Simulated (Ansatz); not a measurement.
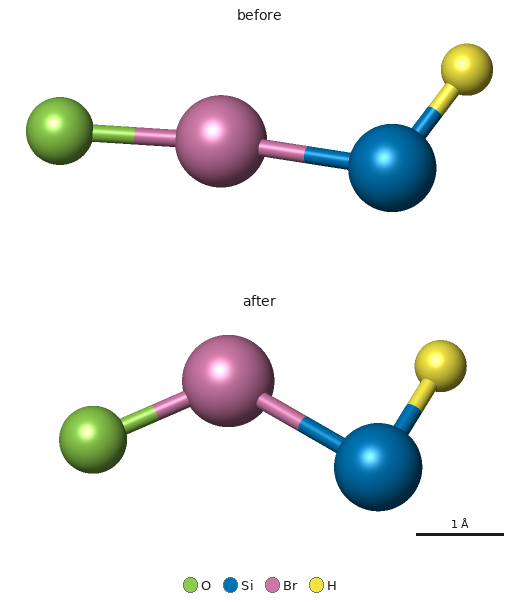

The structure of SiHOBr before (top) and after (bottom) a relaxation, at one scale.

Style: ball-and-stick. Shown at a tilt.

It is one of the separated reactants of a reaction.

Level of theory: RKS PBE-D4/def2-SVP in Ansatz.

The input:
```yaml
crystal:
  periodic: [false, false, false]
  atoms:
    - {symbol: O, position_ang: [-3.320022, 1.724579, -0.345136]}
    - {symbol: Si, position_ang: [0.150675, -0.125246, 0.084372]}
    - {symbol: Br, position_ang: [-1.671163, 0.888197, -0.548431]}
    - {symbol: H, position_ang: [1.300562, 0.558427, -0.539642]}
basis:
  gaussian: {orbitals: def2-SVP}
hamiltonian: {xc: pbe, dispersion: d4}
relax: {f_tol: 0.03, max_steps: 250}
```

Run as
```bash
ansatz run in.yaml --threads 2 --pin off --events-out ev --progress --plain --max-ram 4352MiB
```

### What changed between the two?

After 7 accepted moves (8 points after the start) the energy has fallen by 1.746 eV. The largest force component goes from 3 to 0.016 eV/Å. The line search rejected the trial step at point 5 of the run. The atom that moves furthest after the best rigid fit is Br3 (0.55 Å). Largest moves by element: Br 0.55 Å, O 0.47 Å, H 0.37 Å, Si 0.29 Å. Among the contacts that change: O1–Br3 1.860 → 1.707 Å, Si2–Br3 2.179 → 2.305 Å, Si2–H4 1.476 → 1.557 Å. Bond angles that change, for instance: O1–Br3–Si2 156.7° → 117.5°, Br3–Si2–H4 108.3° → 77.6°. Groups turn about Si2–Br3 by about 50°. Cost: 10 s on 2 threads of Arm Neoverse V2, on a shared host.
